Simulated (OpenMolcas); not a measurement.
# Tm²⁺ among point charges: CASSCF and CASPT2 levels and susceptibility

Aim: the splitting of the states of Tm²⁺ in the field of 8 point charges, its lowest levels with spin-orbit coupling and its magnetic susceptibility.

Method: state-averaged CASSCF and CASPT2, spin-orbit coupling by RASSI with atomic mean-field integrals. Code: OpenMolcas 26.06.

## Step 1: The atom as given

```
Species                           : Tm²⁺ (thulium, Z = 69, 67 electrons)
Basis                             : ANO-RCC-VDZP [7s6p4d2f1g], 68 functions
Scalar Hamiltonian                : DKH2, point nucleus
Inactive shells                   : 1s 2s 2p 3s 3p 3d 4s 4p 4d 5s 5p
Active space                      : 13 electrons in 7 orbitals (4f)
Some configurations of this space : 4f13
Orbitals                          : optimised for the highest spin of each parity, averaged over all roots
```

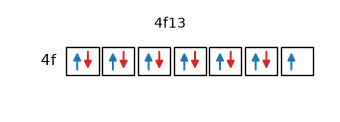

Occupation of the outer shells (arrows by Hund's rule).

The ion sits among 8 point charges of -1.5 e arranged as a cube (Oh), 2.5 Å from the ion.

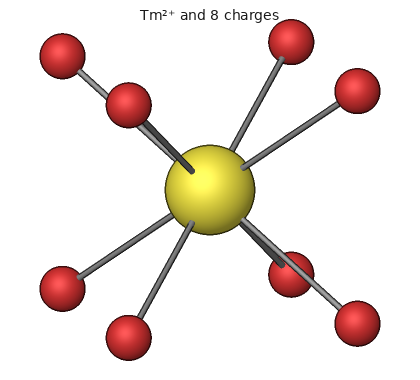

The ion and the point charges (red).

The work runs as a chain of OpenMolcas steps in one folder; each step below is one input file. Labels, J, g values, rates, χT and fits are worked out afterwards by a script from the matrices that RASSI stores. The input lists half of the charges; inversion (Group=XYZ) makes the rest.

## Step 2: Basis and integrals

Contents of a.inp:

```
&GATEWAY
Coord
1

Tm 0.0 0.0 0.0
Basis=ANO-RCC-VDZP
Group=XYZ
NoMove
AngMom=0.0 0.0 0.0
AMFI
XField
4 Angstrom 0
1.443376 1.443376 1.443376 -1.500000
1.443376 1.443376 -1.443376 -1.500000
1.443376 -1.443376 1.443376 -1.500000
1.443376 -1.443376 -1.443376 -1.500000
&SEWARD
```

The run is started by

```console
OMP_NUM_THREADS=1 MOLCAS_MEM=2252 MOLCAS_PROJECT=a pymolcas a.inp > a.log
```

Log:

```text
Basis set label: TM.ANO-RCC...7S6P4D2F1G.

      Electronic valence basis set:
      ------------------
      Associated Effective Charge  69.000000 au
      Associated Actual Charge     69.000000 au
      Nuclear Model: Point charge

      Shell  nPrim  nBasis  Cartesian Spherical Contaminant
         s      25       7        X
         p      22       6        X
         d      15       4                 X
         f      11       2                 X
         g       4       1                 X
                  Relativistic Douglas-Kroll-Hess integrals:
                    - DKH order of Hamiltonian: 2
                    - DKH order of Properties : 0
                  Atomic mean-field integrals
```

## Step 3: CASSCF: doublets of odd parity, 7 roots

Contents of a.inp:

```
&RASSCF
FileOrb=start.orb
Symmetry=2
Spin=2
nActEl=13 0 0
Inactive=15 12
Ras2=0 7
CIRoot=7 7 1
SDav=7
CIMx=300
Iter=120 100
PrWF=0.3
OrbListing=Nothing
MaxOrb=0
>>> COPY $Project.JobIph JOB001
```

start.orb holds the contracted functions of the basis, ordered by shell, or the orbitals of the step before.

Log:

```text
Wave function specifications:
      -----------------------------

      Number of closed shell electrons          54
      Number of electrons in active shells      13
      Max number of holes in RAS1 space          0
      Max nr of electrons in RAS3 space          0
      Number of inactive orbitals               27
      Number of active orbitals                  7
      Number of secondary orbitals              34
      Spin quantum number                      0.5
      State symmetry                             2
Orbital specifications:
      -----------------------

      Symmetry species                           1   2
                                                ag  au
      Frozen orbitals                            0   0
      Inactive orbitals                         15  12
      Active orbitals                            0   7
      RAS1 orbitals                              0   0
      RAS2 orbitals                              0   7
      RAS3 orbitals                              0   0
      Secondary orbitals                        21  13
      Deleted orbitals                           0   0
      Number of basis functions                 36  32
      Number of CSFs                             7
      Number of root(s) required                 7
      Iter CI   SX   CI       RASSCF       Energy    max ROT     max BLB   max BLB  Level Ln srch  Step   QN
          iter iter root      energy       change     param      element    value   shift minimum  type update
 Nr of preliminary CI iterations:   1
      Total energies have been shifted. Add               -13000.00 au
        1   1    9    0  -559.16815777    0.00E+00  -1.99E-02   16  29 2 -1.21E-01*  0.00   0.00    SX    NO
        2   1    9    0  -559.16207242    6.09E-03*  2.68E-02   14  27 2  1.69E-01*  0.00   0.00    SX    NO
        3   1   10    0  -559.14663643    1.54E-02* -3.74E-02   16  29 2 -2.29E-01*  0.00   0.00    SX    NO
        4   1    9    0  -559.11412817    3.25E-02* -5.04E-02   18  31 2  3.31E-01*  0.00   0.00    SX    NO
        5   1    9    0  -559.06882308    4.53E-02* -3.56E-02   18  31 2 -4.19E-01*  0.10   0.43    SX   YES
        6   1    9    0  -559.17226637   -1.03E-01* -7.48E-03   14  27 2  1.06E-01*  0.00   0.80    QN   YES
        7   1    7    0  -559.17896693   -6.70E-03* -6.33E-04   18  31 2 -6.39E-03*  0.00   0.94    QN   YES
        8   1    7    0  -559.17899984   -3.29E-05*  1.76E-04   13  21 1  1.93E-04*  0.00   1.00    QN   YES
        9   1    6    0  -559.17900000   -1.60E-07* -1.11E-04   16  22 2  6.33E-05   0.00   1.39    QN   YES
       10   1    6    0  -559.17900002   -2.28E-08* -1.51E-05   14  27 1  1.68E-05   0.00   1.10    QN   YES
       11   1    5    0  -559.17900002   -8.00E-10  -2.15E-06   16  25 2 -3.84E-06   0.00   1.18    QN   YES
      Convergence after 11 iterations
       12   1    5    0  -559.17900002   -4.37E-11  -2.15E-06   16  25 2 -4.55E-07   0.00   1.18    QN   YES
      Natural orbitals and occupation numbers for root  1
      sym 2:   2.000000   1.000000   2.000000   2.000000   2.000000   2.000000   2.000000
      Natural orbitals and occupation numbers for root  2
      sym 2:   2.000000   2.000000   2.000000   2.000000   2.000000   1.000000   2.000000
      Natural orbitals and occupation numbers for root  3
      sym 2:   2.000000   2.000000   2.000000   2.000000   2.000000   2.000000   1.000000
::    RASSCF root number  1 Total energy: -13559.18061940
::    RASSCF root number  2 Total energy: -13559.17905184
::    RASSCF root number  3 Total energy: -13559.17905184
::    RASSCF root number  4 Total energy: -13559.17905184
::    RASSCF root number  5 Total energy: -13559.17840841
::    RASSCF root number  6 Total energy: -13559.17840841
::    RASSCF root number  7 Total energy: -13559.17840841
```

## Step 4: RASSI: spin-orbit coupling between the states

Contents of a.inp:

```
&RASSI
NrOfJobIphs=1 7
1 2 3 4 5 6 7
IphNames
JOB001
EJob
SpinOrbit
DIPRint=1.0
SOCoupling=1000.0
Subsets=2
Property=9
'ANGMOM' 1 'ANGMOM' 2 'ANGMOM' 3 'MLTPL  1' 1 'MLTPL  1' 2 'MLTPL  1' 3
'AMFI' 1 'AMFI' 2 'AMFI' 3
SOProperty=3
'ANGMOM' 1 'ANGMOM' 2 'ANGMOM' 3
```

The run is started by

```console
OMP_NUM_THREADS=1 MOLCAS_MEM=2252 MOLCAS_PROJECT=a pymolcas a.inp > a.log
```

Log:

```text
SPIN-FREE ENERGIES:
  (Shifted by EMIN (a.u.) =     -13559.1806194049)

 SF State       Relative EMIN(au)   Rel lowest level(eV)    D:o, cm**(-1)      L_eff

     1             0.0000000000        0.0000000000              0.0000         3.0
     2             0.0015675691        0.0426557289            344.0417         3.0
     3             0.0015675691        0.0426557289            344.0417         3.0
     4             0.0015675691        0.0426557289            344.0417         3.0
     5             0.0022109906        0.0601641198            485.2564         3.0
     6             0.0022109906        0.0601641198            485.2564         3.0
     7             0.0022109906        0.0601641198            485.2564         3.0
     Dipole printing threshold changed to   1.00000000E+00
Eigenvalues of complex Hamiltonian:
   -----------------------------------
  (Shifted by EMIN (a.u.) =     -13559.1806194049)

 SO State       Relative EMIN(au)   Rel lowest level(eV)    D:o, cm**(-1)     J-value

     1            -0.0166391051        0.0000000000              0.0000         2.8
     2            -0.0166391051        0.0000000000              0.0000         2.8
     3            -0.0154569010        0.0321694135            259.4638         3.0
     4            -0.0154569010        0.0321694135            259.4638         3.0
     5            -0.0154569010        0.0321694129            259.4638         2.6
     6            -0.0154569010        0.0321694129            259.4638         2.6
     7            -0.0150167386        0.0441468403            356.0683         2.8
     8            -0.0150167386        0.0441468403            356.0683         2.8
     9             0.0239601017        1.1047606969           8910.4959         2.0
    10             0.0239601017        1.1047606969           8910.4959         2.0
    11             0.0249726116        1.1323124957           9132.7162         2.3
    12             0.0249726116        1.1323124957           9132.7162         2.3
    13             0.0249726116        1.1323124951           9132.7162         1.6
    14             0.0249726116        1.1323124951           9132.7162         1.6
Weights of the five most important spin-orbit-free states for each spin-orbit state.

 SO State  Total energy (au)           Spin-free states, spin, and weights
 -------------------------------------------------------------------------------------------------------
    1        -0.016639       1 0.5  0.5902    3 0.5  0.1366    4 0.5  0.1366    2 0.5  0.1366    7 0.5  0.0000
    2        -0.016639       1 0.5  0.5902    4 0.5  0.1366    3 0.5  0.1366    2 0.5  0.1366    7 0.5  0.0000
    3        -0.015457       4 0.5  0.2764    3 0.5  0.2351    5 0.5  0.2247    2 0.5  0.1385    7 0.5  0.0824
    4        -0.015457       4 0.5  0.2696    3 0.5  0.2411    5 0.5  0.2249    2 0.5  0.1394    7 0.5  0.0850
    5        -0.015457       2 0.5  0.2944    3 0.5  0.1985    6 0.5  0.1905    4 0.5  0.1571    7 0.5  0.1508
    6        -0.015457       2 0.5  0.2944    6 0.5  0.1932    3 0.5  0.1921    4 0.5  0.1636    7 0.5  0.1483
    7        -0.015017       6 0.5  0.3333    7 0.5  0.3333    5 0.5  0.3333    4 0.5  0.0000    2 0.5  0.0000
    8        -0.015017       6 0.5  0.3333    7 0.5  0.3333    5 0.5  0.3333    4 0.5  0.0000    2 0.5  0.0000
    9         0.023960       1 0.5  0.4098    2 0.5  0.1967    3 0.5  0.1967    4 0.5  0.1967    7 0.5  0.0000
   10         0.023960       1 0.5  0.4098    2 0.5  0.1967    3 0.5  0.1967    4 0.5  0.1967    7 0.5  0.0000
   11         0.024973       6 0.5  0.3524    7 0.5  0.2820    2 0.5  0.1589    3 0.5  0.1074    4 0.5  0.0836
   12         0.024973       6 0.5  0.3524    7 0.5  0.2820    2 0.5  0.1589    3 0.5  0.1074    4 0.5  0.0836
```

These steps: 1.9 s of run time, 1 thread of Arm Neoverse V2, shared host.

Spin-free states, with their symmetry labels:

| state | degeneracy | E (cm-1) | free-ion L (%) |
| --- | --- | --- | --- |
| 2A2 | 1 | 0 | F (100) |
| 2T2 | 3 | 344 | F (100) |
| 2T1 | 3 | 485 | F (100) |

With spin-orbit coupling:

| E (cm-1) | Degeneracy | Label | 2S+1 | J | abs mJ (%) | g |
| --- | --- | --- | --- | --- | --- | --- |
| 0.0 | 2 | Γ7 | 2 | 3.50 | 5/2 (75) | 3.45 3.45 3.45 |
| 259.5 | 4 | Γ8 | 2 | 3.50 | 3/2 (37) |  |
| 356.1 | 2 | Γ6 | 2 | 3.50 | 1/2 (58) | 2.67 2.67 2.67 |
| 8910 | 2 | Γ7 | 2 | 2.50 | 3/2 (83) | 1.45 1.45 1.45 |
| 9133 | 4 | Γ8 | 2 | 2.50 | 1/2 (50) |  |

Principal g values are given for doublets only; a zero marks a field direction without first-order Zeeman splitting.

Powder χT (cm³ K/mol): 1.13 at 2 K, 1.16 at 5 K, 1.20 at 10 K, 1.28 at 20 K, 1.51 at 50 K, 1.88 at 100 K, 2.15 at 150 K, 2.31 at 200 K, 2.40 at 250 K, 2.45 at 300 K.

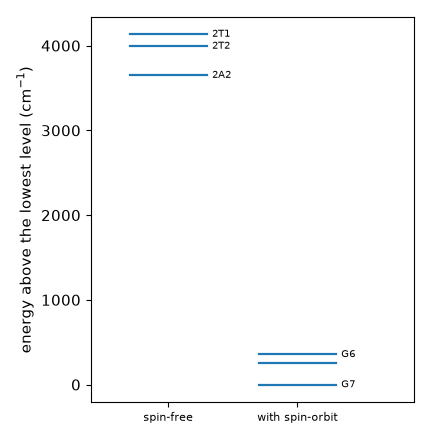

The states in the field without (left) and with (right) spin-orbit coupling.

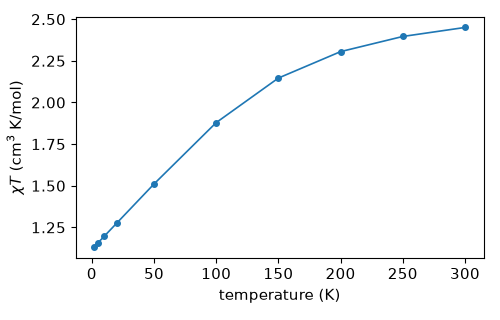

χT against temperature.

Stevens parameters of the J = 7/2 multiplet, 356 cm⁻¹ wide (cm⁻¹): B40 = 1.901e-01, B44 = 9.506e-01, B60 = 8.867e-04, B64 = -1.865e-02.

Orbitals of the lowest block (energies include the constant potential of the surroundings):

| shell | space | energy (hartree) | mean occupation | ⟨r²⟩ (bohr²) |
| --- | --- | --- | --- | --- |
| 1s | inactive | -2188.0431 | 2.000 | 0.000516 |
| 2s | inactive | -372.4492 | 2.000 | 0.00843 |
| 2p | inactive | -329.4802 | 6.000 | 0.00688 |
| 3s | inactive | -84.1765 | 2.000 | 0.0555 |
| 3p | inactive | -70.8267 | 6.000 | 0.0558 |
| 3d | inactive | -53.8403 | 10.000 | 0.0468 |
| 4s | inactive | -15.9460 | 2.000 | 0.281 |
| 4p | inactive | -11.4486 | 6.000 | 0.318 |
| 4d | inactive | -5.2647 | 10.000 | 0.383 |
| 4f | RAS2 |  | 13.000 | 0.783 |
| 5s | inactive | -0.3460 | 2.000 | 1.79 |
| 5p | inactive | 0.7946 | 6.000 | 2.50 |

## Step 5: CASPT2: IPEA 0.25, imaginary shift 0.1 (closed shells correlated: 5s 5p)

Contents of a.inp:

```
>>> COPY JOB001 $Project.JobIph
&CASPT2
Multistate=7 1 2 3 4 5 6 7
NoMult
Frozen=14 9
IPEA=0.25
Imaginary=0.1
MaxIter=60
WThr=0.0 0.3 0.05
PrWF=0.5
NoMix
```

The run is started by

```console
OMP_NUM_THREADS=1 MOLCAS_MEM=2252 MOLCAS_PROJECT=a pymolcas a.inp > a.log
```

Log:

```text
Orbital specifications:
      -----------------------

      Symmetry species                           1   2
                                                ag  au
      Frozen orbitals                           14   9
      Inactive orbitals                          1   3
      Active orbitals                            0   7
      Secondary orbitals                        21  13
      Deleted orbitals                           0   0
      Number of basis functions                 36  32
Type of calculation                        SS-CASPT2
      Fock operator                              state-specific
      IPEA shift                                 0.25
      Real shift                                 0.00
      Imaginary shift                            0.10
      The input orbitals will be transformed to quasi-canonical
Reference energy:      -13559.1806194049
      E2 (Non-variational):      -1.0177730908
      Shift correction:          -0.0003266344
      E2 (Variational):          -1.0180997252
      Total energy:          -13560.1987191301
      Residual norm:              0.0000000451
      Reference weight:           0.86258
      Contributions to the CASPT2 correlation energy
      Active & Virtual Only:         -0.5631453761
      One Inactive Excited:          -0.3095590188
      Two Inactive Excited:          -0.1450686958
Reference energy:      -13559.1790518357
      E2 (Non-variational):      -1.0179247347
      Shift correction:          -0.0003260922
      E2 (Variational):          -1.0182508269
      Total energy:          -13560.1973026626
      Residual norm:              0.0000001128
      Reference weight:           0.86238
      Contributions to the CASPT2 correlation energy
      Active & Virtual Only:         -0.5630809586
      One Inactive Excited:          -0.3097598771
      Two Inactive Excited:          -0.1450838990
::    CASPT2 Root  1     Total energy: -13560.19871913
::    CASPT2 Root  2     Total energy: -13560.19730266
::    CASPT2 Root  3     Total energy: -13560.19729990
::    CASPT2 Root  4     Total energy: -13560.19712198
::    CASPT2 Root  5     Total energy: -13560.19633848
::    CASPT2 Root  6     Total energy: -13560.19632374
::    CASPT2 Root  7     Total energy: -13560.19635198
```

Time for this run: 1.2 s (1 thread of Arm Neoverse V2, shared host).

SS-CASPT2: lowest energy less the reference's lowest, -1.0181 hartree; reference weights 0.862 to 0.863.

States without spin-orbit coupling:

| state | degeneracy | E (cm-1) | free-ion L (%) |
| --- | --- | --- | --- |
| 2A2 | 1 | 0 | F (100) |
| 2T2 | 3 | 324 | F (100) |
| 2T1 | 3 | 523 | F (100) |

With spin-orbit coupling:

```tsv
E (cm-1)	Degeneracy	Label	2S+1	J	abs mJ (%)	g
0	2	Γ7	2	3.50	5/2 (75)	3.45 3.45 3.45
270	4	Γ8	2	3.50	3/2 (37)	
400	2	Γ6	2	3.50	1/2 (58)	2.67 2.67 2.67
8910	2	Γ7	2	2.50	3/2 (83)	1.45 1.45 1.45
9160	4	Γ8	2	2.50	1/2 (50)
```

Powder χT (cm³ K/mol): 1.13 at 2 K, 1.16 at 5 K, 1.19 at 10 K, 1.27 at 20 K, 1.50 at 50 K, 1.85 at 100 K, 2.12 at 150 K, 2.28 at 200 K, 2.38 at 250 K, 2.43 at 300 K.

## Step 6: The methods side by side

A. CASSCF
B. SS-CASPT2, IPEA 0.25, imaginary shift 0.1 (closed shells correlated: 5s 5p)

| method | ground state | first state of that spin (cm-1) | first gap with spin-orbit (cm-1) | χT at 300 K |
| --- | --- | --- | --- | --- |
| A | 2A2 | 2T2 344 | 259.5 | 2.45 |
| B | 2A2 | 2T2 324.3 | 267.7 | 2.43 |

## Step 7: What came out

```
                                            quantity                                                                        value
                                              method  SS-CASPT2, IPEA 0.25, imaginary shift 0.1 (closed shells correlated: 5s 5p)
                              spin-free ground state                                              2A2, 1-fold in its orbital part
first state of the same spin within the active space                                                              2T2 at 324 cm⁻¹
                                        lowest level                                              2-fold Γ7, g = 3.45, 3.45, 3.45
                                          next level                                                                   267.7 cm⁻¹
                                         χT at 300 K                                                               2.43 cm³ K/mol
                           effective moment at 300 K                                                                      4.41 μB
```

Cost by method:

| method | time of its own steps | time with the reference |
| --- | --- | --- |
| A. CASSCF | 1.9 s | 1.9 s |
| B. SS-CASPT2, IPEA 0.25, imaginary shift 0.1, +5s 5p | 1.2 s | 3.1 s |

Times are of one thread on a shared host.

What this shows: The spin-free ground state (2A2) comes to 100 % from free-ion F terms and keeps the highest spin of the shell. CASPT2 does not keep the components of a term degenerate, and the means are used. This is an electrostatic model: the charges have no orbitals.
